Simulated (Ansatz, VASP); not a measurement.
# BaZrO3 in two plane-wave programs

One calculation is typed for both programs; each brings its own data sets and cutoff. How far apart do they land?

Calculated with Ansatz 0.2.0; plane waves, with VASP 6.6.1 beside it; dielectric response at LDA.

The database entry behind the starting cell differs from later determinations by our own check (0.1 to 0.3 % short, probably kX units), so it need not match the best structure at ambient conditions.

## Step 1: The starting structure

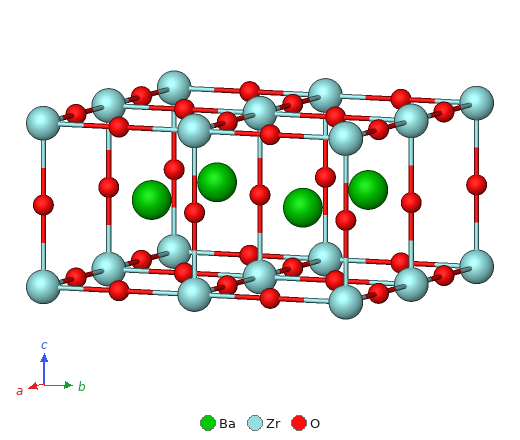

Start, viewed slightly off an axis; barium green, zirconium light teal, oxygen red. 2×2×1 cells are drawn. Some periodic images of atoms are drawn too.

## Step 2: VASP: dielectric response, LDA

The response to a field tests empty states and converges slowly with the mesh.

Lines of VASP's logs that name or quote its potential files are left out, and so is its time.

Input file INCAR:

```
SYSTEM = BaZrO3
PREC = Accurate
ENCUT = 520
EDIFF = 1E-08
NELM = 120
ISMEAR = 0
SIGMA = 0.02
LREAL = .FALSE.
ALGO = Normal
GGA = CA
NBANDS = 26
LASPH = .TRUE.
LWAVE = .FALSE.
LCHARG = .FALSE.
KPAR = 12
LEPSILON = .TRUE.
```

Input file POSCAR:

```
BaZrO3
1.0
    4.1815000000      0.0000000000      0.0000000000
    0.0000000000      4.1815000000      0.0000000000
    0.0000000000      0.0000000000      4.1815000000
Ba Zr O
1 1 3
Direct
    0.5000000000      0.5000000000      0.5000000000
    0.0000000000      0.0000000000      0.0000000000
    0.5000000000      0.0000000000      0.0000000000
    0.0000000000      0.5000000000      0.0000000000
    0.0000000000      0.0000000000      0.5000000000
```

Input file KPOINTS:

```
Automatic mesh
0
Gamma
6 6 6
0 0 0
```

PAW data sets: Ba_sv_GW, Zr_sv and O (LDA family, release 64).

On the command line:

```sh
$ mpirun -np 12 vasp_std
```

Numbers of over 12 decimals in the logs are rounded to 6 here.

The program printed:

```text
[banner, memory and clock lines left out]
running   12 mpi-ranks, on    1 nodes
 distrk:  each k-point on    1 cores,   12 groups
 distr:  one band on    1 cores,    1 groups

 POSCAR found type information on POSCAR BaZrO
 POSCAR found :  3 types and       5 ions
|                                                                             |
|           W    W    AA    RRRRR   N    N  II  N    N   GGGG   !!!           |
|           W    W   A  A   R    R  NN   N  II  NN   N  G    G  !!!           |
|           W    W  A    A  R    R  N N  N  II  N N  N  G       !!!           |
|           W WW W  AAAAAA  RRRRR   N  N N  II  N  N N  G  GGG   !            |
|           WW  WW  A    A  R   R   N   NN  II  N   NN  G    G                |
|           W    W  A    A  R    R  N    N  II  N    N   GGGG   !!!           |
|                                                                             |
|     For optimal performance we recommend to set                             |
|       NCORE = 2 up to number-of-cores-per-socket                            |
|     NCORE specifies how many cores store one orbital (NPAR=cpu/NCORE).      |
|     This setting can greatly improve the performance of VASP for DFT.       |
|     The default, NCORE=1 might be grossly inefficient on modern             |
|     multi-core architectures or massively parallel machines. Do your        |
|     Unfortunately you need to use the default for GW and RPA                |
|     calculations (for HF NCORE is supported but not extensively tested      |
|     yet).                                                                   |
|                                                                             |

 LDA part: xc-table for (Slater(with rela. corr.)+CA(PZ))
 , standard interpolation
 POSCAR, INCAR and KPOINTS ok, starting setup
 FFT: planning ... GRIDC
 FFT: planning ... GRID_SOFT
 FFT: planning ... GRID
 WAVECAR not read
 entering main loop
       N       E                     dE             d eps       ncg     rms          rms(c)
DAV:   1     0.530741283324E+03    0.53074E+03   -0.18979E+04  1040   0.156E+03
DAV:   2    -0.601733691402E+01   -0.53676E+03   -0.52455E+03  1472   0.415E+02
DAV:   3    -0.551840824748E+02   -0.49167E+02   -0.47267E+02  1442   0.161E+02
DAV:   4    -0.575550960668E+02   -0.23710E+01   -0.23656E+01  1844   0.301E+01
DAV:   5    -0.576150570907E+02   -0.59961E-01   -0.59898E-01  1452   0.396E+00    0.310E+01
DAV:   6    -0.490047272749E+02    0.86103E+01   -0.47393E+01  1190   0.441E+01    0.130E+01
DAV:   7    -0.488731461833E+02    0.13158E+00   -0.48613E+00  1696   0.150E+01    0.202E+01
DAV:   8    -0.488553079643E+02    0.17838E-01   -0.75766E-02  1520   0.164E+00    0.191E+01
DAV:   9    -0.487636351629E+02    0.91673E-01   -0.89992E-02  1260   0.254E+00    0.533E+00
DAV:  10    -0.487542383075E+02    0.93969E-02   -0.28818E-02  1420   0.135E+00    0.108E+00
DAV:  11    -0.487540790931E+02    0.15921E-03   -0.11999E-03  1724   0.232E-01    0.101E+00
DAV:  12    -0.487537611500E+02    0.31794E-03   -0.20690E-03  1462   0.316E-01    0.104E+00
DAV:  13    -0.487537289687E+02    0.32181E-04   -0.21468E-04  1656   0.110E-01    0.587E-01
DAV:  14    -0.487537272861E+02    0.16827E-05   -0.57515E-06  1536   0.152E-02    0.481E-01
DAV:  15    -0.487537208038E+02    0.64823E-05   -0.19975E-05  1492   0.315E-02    0.571E-02
DAV:  16    -0.487537205996E+02    0.20416E-06   -0.10624E-06  1598   0.758E-03    0.280E-02
DAV:  17    -0.487537204284E+02    0.17127E-06   -0.72161E-07  1636   0.556E-03    0.298E-02
DAV:  18    -0.487537204159E+02    0.12422E-07   -0.82413E-08  1646   0.197E-03    0.246E-02
DAV:  19    -0.487537204032E+02    0.12737E-07   -0.26718E-08   946   0.119E-03    0.313E-03
DAV:  20    -0.487537204029E+02    0.32742E-09   -0.43534E-09   642   0.609E-04
   1 F= -.48753720E+02 E0= -.48753720E+02  d E =-.679011E-30
 Linear response reoptimize wavefunctions to high precision
DAV:   1    -0.487537204031E+02   -0.26694E-09   -0.31112E-09   792   0.433E-04
DAV:   2    -0.487537204033E+02   -0.16098E-09   -0.75408E-10   634   0.278E-04
DAV:   3    -0.487537204034E+02   -0.50022E-10   -0.50445E-10   604   0.200E-04
 Linear response G [H, r] |phi>, progress :
  Direction:   1
       N       E                     dE             d eps       ncg     rms
RMM:   1    -0.147643898067E+03   -0.14764E+03    0.98237E+02  2340   0.156E+02
RMM:   2    -0.138038492045E+03    0.96054E+01   -0.37871E+01  1953   0.346E+01
RMM:   3    -0.139322318504E+03   -0.12838E+01   -0.76974E+00  2133   0.943E+00
RMM:   4    -0.139585960643E+03   -0.26364E+00   -0.18736E+00  2374   0.372E+00
RMM:   5    -0.139640478110E+03   -0.54517E-01   -0.46008E-01  2364   0.157E+00
RMM:   6    -0.139653071876E+03   -0.12594E-01   -0.13030E-01  2481   0.694E-01
[...]
RMM:  14    -0.879559336666E+00   -0.36186E-07   -0.40117E-06  1848   0.152E-03
RMM:  15    -0.879559371650E+00   -0.34984E-07   -0.38403E-06  1751   0.140E-03
RMM:  16    -0.879559380513E+00   -0.88632E-08   -0.34087E-06  1710   0.132E-03
RMM:  17    -0.879559390239E+00   -0.97254E-08   -0.34082E-06  1625   0.127E-03
RMM:  18    -0.879559391240E+00   -0.10014E-08   -0.32647E-06  1597   0.123E-03
RMM:  19    -0.879559395001E+00   -0.37614E-08   -0.33228E-06  1582   0.121E-03
[...]
N       E                     dE             d eps       ncg     rms          rms(c)
RMM:   1    -0.782690404989E+00   -0.78269E+00   -0.30475E+00  4034   0.549E+00
RMM:   2    -0.828801764402E+00   -0.46111E-01   -0.10012E-01  3983   0.126E+00    0.398E+00
RMM:   3    -0.808025156971E+00    0.20777E-01   -0.40270E-02  3679   0.100E+00    0.234E+00
RMM:   4    -0.828124189391E+00   -0.20099E-01   -0.33597E-02  3774   0.107E+00    0.242E-01
RMM:   5    -0.829025135132E+00   -0.90095E-03   -0.77523E-03  4172   0.374E-01    0.114E-01
RMM:   6    -0.832302835770E+00   -0.32777E-02   -0.18604E-03  4413   0.147E-01    0.619E-02
RMM:   7    -0.832465099321E+00   -0.16226E-03   -0.63181E-04  4494   0.626E-02    0.216E-02
RMM:   8    -0.832755943181E+00   -0.29084E-03   -0.16700E-04  4585   0.309E-02    0.117E-02
RMM:   9    -0.832783992426E+00   -0.28049E-04   -0.87925E-05  4635   0.157E-02    0.448E-03
RMM:  10    -0.832776298864E+00    0.76936E-05   -0.28689E-05  4622   0.924E-03    0.239E-03
RMM:  11    -0.832808966957E+00   -0.32668E-04   -0.18940E-05  4772   0.532E-03    0.127E-03
RMM:  12    -0.832805942117E+00    0.30248E-05   -0.73939E-06  4722   0.319E-03    0.945E-04
RMM:  13    -0.832812125964E+00   -0.61838E-05   -0.56923E-06  4680   0.235E-03    0.322E-04
RMM:  14    -0.832812444159E+00   -0.31820E-06   -0.33394E-06  4730   0.169E-03    0.343E-04
RMM:  15    -0.832814157359E+00   -0.17132E-05   -0.31042E-06  4586   0.143E-03    0.122E-04
RMM:  16    -0.832814306939E+00   -0.14958E-06   -0.23349E-06  4286   0.121E-03    0.144E-04
RMM:  17    -0.832814964380E+00   -0.65744E-06   -0.24532E-06  4163   0.111E-03    0.551E-05
RMM:  18    -0.832815597480E+00   -0.63310E-06   -0.21093E-06  4187   0.105E-03    0.473E-05
RMM:  19    -0.832815124029E+00    0.47345E-06   -0.23017E-06  3765   0.101E-03    0.527E-05
RMM:  20    -0.832815435737E+00   -0.31171E-06   -0.20214E-06  3554   0.979E-04    0.117E-05
RMM:  21    -0.832815526082E+00   -0.90345E-07   -0.22395E-06  3490   0.964E-04    0.399E-06
 change of polarisation eV/A/(eV/A) component  1 :     1.587    -0.199    -0.174
 dielectric tensor                  component  1 :     4.929    -0.493    -0.431
 Linear response to external field, progress :
  Direction:   2
       N       E                     dE             d eps       ncg     rms          rms(c)
RMM:   1    -0.783841513124E+00   -0.78384E+00   -0.30590E+00  4040   0.549E+00
RMM:   2    -0.828832679026E+00   -0.44991E-01   -0.10044E-01  3980   0.126E+00    0.398E+00
RMM:   3    -0.808058554236E+00    0.20774E-01   -0.40427E-02  3688   0.100E+00    0.234E+00
RMM:   4    -0.828144409377E+00   -0.20086E-01   -0.33599E-02  3772   0.107E+00    0.242E-01
RMM:   5    -0.829043909051E+00   -0.89950E-03   -0.76929E-03  4169   0.374E-01    0.114E-01
RMM:   6    -0.832349832104E+00   -0.33059E-02   -0.18559E-03  4411   0.147E-01    0.625E-02
RMM:   7    -0.832482584243E+00   -0.13275E-03   -0.62154E-04  4491   0.627E-02    0.207E-02
RMM:   8    -0.832804594061E+00   -0.32201E-03   -0.16496E-04  4590   0.307E-02    0.118E-02
RMM:   9    -0.832809395961E+00   -0.48019E-05   -0.84847E-05  4618   0.156E-02    0.452E-03
RMM:  10    -0.832805537699E+00    0.38583E-05   -0.27840E-05  4618   0.919E-03    0.237E-03
RMM:  11    -0.832841078752E+00   -0.35541E-04   -0.18502E-05  4776   0.535E-03    0.125E-03
RMM:  12    -0.832836296526E+00    0.47822E-05   -0.80220E-06  4695   0.326E-03    0.118E-03
RMM:  13    -0.832843263302E+00   -0.69668E-05   -0.66776E-06  4643   0.242E-03    0.396E-04
RMM:  14    -0.832843727694E+00   -0.46439E-06   -0.39226E-06  4743   0.174E-03    0.342E-04
RMM:  15    -0.832844884778E+00   -0.11571E-05   -0.39852E-06  4588   0.147E-03    0.185E-04
RMM:  16    -0.832845697253E+00   -0.81247E-06   -0.31578E-06  4347   0.126E-03    0.108E-04
RMM:  17    -0.832846331743E+00   -0.63449E-06   -0.32705E-06  4207   0.117E-03    0.156E-05
RMM:  18    -0.832846398601E+00   -0.66858E-07   -0.30369E-06  3684   0.109E-03    0.649E-06
 change of polarisation eV/A/(eV/A) component  2 :    -0.199     1.587    -0.174
 dielectric tensor                  component  2 :    -0.493     4.928    -0.431
 Linear response to external field, progress :
  Direction:   3
       N       E                     dE             d eps       ncg     rms          rms(c)
RMM:   1    -0.782842473640E+00   -0.78284E+00   -0.30491E+00  4024   0.549E+00
RMM:   2    -0.828768847975E+00   -0.45926E-01   -0.10042E-01  3971   0.126E+00    0.399E+00
RMM:   3    -0.808025255174E+00    0.20744E-01   -0.40342E-02  3668   0.100E+00    0.234E+00
RMM:   4    -0.828098846469E+00   -0.20074E-01   -0.33599E-02  3772   0.107E+00    0.242E-01
RMM:   5    -0.829031125179E+00   -0.93228E-03   -0.77134E-03  4150   0.373E-01    0.113E-01
RMM:   6    -0.832313689463E+00   -0.32826E-02   -0.18314E-03  4391   0.145E-01    0.628E-02
RMM:   7    -0.832454824830E+00   -0.14114E-03   -0.62919E-04  4474   0.619E-02    0.208E-02
RMM:   8    -0.832751911945E+00   -0.29709E-03   -0.16854E-04  4579   0.304E-02    0.116E-02
RMM:   9    -0.832782246801E+00   -0.30335E-04   -0.89756E-05  4623   0.154E-02    0.448E-03
RMM:  10    -0.832774974499E+00    0.72723E-05   -0.29668E-05  4598   0.913E-03    0.250E-03
RMM:  11    -0.832807432912E+00   -0.32458E-04   -0.19399E-05  4767   0.525E-03    0.116E-03
RMM:  12    -0.832805024912E+00    0.24080E-05   -0.81465E-06  4705   0.314E-03    0.938E-04
RMM:  13    -0.832811520813E+00   -0.64959E-05   -0.65232E-06  4664   0.235E-03    0.332E-04
RMM:  14    -0.832811327261E+00    0.19355E-06   -0.40673E-06  4689   0.170E-03    0.377E-04
[...]
RMM:  24    -0.832814513813E+00   -0.33412E-07   -0.25637E-06  3319   0.951E-04    0.113E-05
RMM:  25    -0.832814509715E+00    0.40980E-08   -0.27796E-06  3280   0.949E-04    0.126E-05
RMM:  26    -0.832814515816E+00   -0.61018E-08   -0.25850E-06  3237   0.947E-04    0.142E-05
RMM:  27    -0.832814516139E+00   -0.32241E-09   -0.27734E-06  3208   0.945E-04    0.144E-05
RMM:  28    -0.832814504862E+00    0.11277E-07   -0.25958E-06  3169   0.944E-04    0.186E-05
RMM:  29    -0.832814507253E+00   -0.23911E-08   -0.27578E-06  3154   0.944E-04    0.186E-05
RMM:  30    -0.832814513001E+00   -0.57474E-08   -0.26040E-06  3130   0.943E-04    0.194E-05
RMM:  31    -0.832814514339E+00   -0.13379E-08   -0.27588E-06  3103   0.943E-04    0.194E-05
 change of polarisation eV/A/(eV/A) component  3 :    -0.138    -0.235     1.587
 dielectric tensor                  component  3 :    -0.342    -0.582     4.928
 Born effective charges drift removed
```

Parts of OUTCAR (step 2):

```text
ion  position               nearest neighbor table
   1  0.500  0.500  0.500-   2 3.62   2 3.62   2 3.62   2 3.62   2 3.62   2 3.62   2 3.62   2 3.62

  LATTYP: Found a simple cubic cell.
 ALAT       =     4.1815000000

 Subroutine GETGRP returns: Found 48 space group operations
 (whereof 48 operations were pure point group operations)

The static configuration has the point symmetry O_h .

 Found     20 irreducible k-points:

   k-points           NKPTS =     20   k-points in BZ     NKDIM =     20   number of bands    NBANDS=     26

   dimension x,y,z NGX =    32 NGY =   32 NGZ =   32
   dimension x,y,z NGXF=    64 NGYF=   64 NGZF=   64

   ENCUT  =  520.0 eV  38.22 Ry    6.18 a.u.   7.77  7.77  7.77*2*pi/ulx,y,z

   NELECT =      40.0000    total number of electrons

 k-points in reciprocal lattice and weights: Automatic mesh
   0.00000000  0.00000000  0.00000000       0.005
   0.16666667  0.00000000  0.00000000       0.028
   0.33333333  0.00000000  0.00000000       0.028
   0.50000000  0.00000000  0.00000000       0.014
   0.16666667  0.16666667  0.00000000       0.056
   0.33333333  0.16666667  0.00000000       0.111
   0.50000000  0.16666667  0.00000000       0.056
   0.33333333  0.33333333  0.00000000       0.056
   0.50000000  0.33333333  0.00000000       0.056
[...]
0.50000000  0.50000000  0.33333333       0.028
   0.50000000  0.50000000  0.50000000       0.005

 average (electrostatic) potential at core
       1 -69.8153       2 -76.5094       3 -69.0804       4 -69.0804       5 -69.0804

  Total       -1.6666523     -1.6666523     -1.6666523      0.0000000      0.0000000     -0.0000000
  in kB      -36.5223973    -36.5223973    -36.5223973      0.0000000      0.0000000     -0.0000000
  external PRESSURE =     -36.5223973 kB  Pullay stress =       0.0000000 kB

  energy-cutoff  :      520.00
  volume of cell :       73.11
      direct lattice vectors                 reciprocal lattice vectors
     4.181500000  0.000000000  0.000000000     0.239148631  0.000000000  0.000000000
     0.000000000  4.181500000  0.000000000     0.000000000  0.239148631  0.000000000
     0.000000000  0.000000000  4.181500000     0.000000000  0.000000000  0.239148631

 POSITION                                       TOTAL-FORCE (eV/Angst)
 -----------------------------------------------------------------------------------
      2.09075      2.09075      2.09075         0.000000      0.000000      0.000000
      0.00000      0.00000      0.00000         0.000000      0.000000      0.000000
      2.09075      0.00000      0.00000         0.000000      0.000000      0.000000
      0.00000      2.09075      0.00000         0.000000      0.000000      0.000000
      0.00000      0.00000      2.09075         0.000000      0.000000      0.000000
 -----------------------------------------------------------------------------------
    total drift:                                0.000000      0.000000     -0.000000

 MACROSCOPIC STATIC DIELECTRIC TENSOR (including local field effects in DFT)
 ------------------------------------------------------
           4.928490     0.000000     0.000000
           0.000000     4.928490     0.000000
          -0.000000    -0.000000     4.928490
 ------------------------------------------------------

 PIEZOELECTRIC TENSOR (including local field effects)  for field in x, y, z        (C/m^2)
          XX          YY          ZZ          XY          YZ          ZX
  --------------------------------------------------------------------------------
  x     0.00000     0.00000     0.00000     0.00000     0.00000     0.00000
  y     0.00000     0.00000     0.00000     0.00000     0.00000     0.00000
  z     0.00000     0.00000     0.00000     0.00000     0.00000     0.00000

 BORN EFFECTIVE CHARGES (including local field effects) (in |e|, cummulative output)
 ---------------------------------------------------------------------------------
 ion    1
    1     2.73918     0.00000     0.00000
    2     0.00000     2.73918    -0.00000
    3    -0.00000    -0.00000     2.73918
 ion    2
    1     6.10948    -0.00000     0.00000
    2    -0.00000     6.10948     0.00000
    3     0.00000     0.00000     6.10948
 ion    3
    1    -4.80476    -0.00000    -0.00000
    2    -0.00000    -2.02195     0.00000
    3     0.00000     0.00000    -2.02195
 ion    4
    1    -2.02195     0.00000     0.00000
    2    -0.00000    -4.80476     0.00000
    3     0.00000    -0.00000    -2.02195
 ion    5
    1    -2.02195     0.00000     0.00000
    2     0.00000    -2.02195     0.00000
    3    -0.00000    -0.00000    -4.80476
```

(Part 1 of 2 ends here.)

[Lines on the potential files, build, host, timing and source positions are cut from VASP's logs without a mark.]

[Logs are printed without paths, hosts, clocks, repeated set-up lines and the standing remarks that a program may print on its own settings, such as how far it seeks lower states.]

[Hosts, paths, dates, database ids (printed as entryN), source tags and the programs' standing remarks are cut or masked in the printed files.]
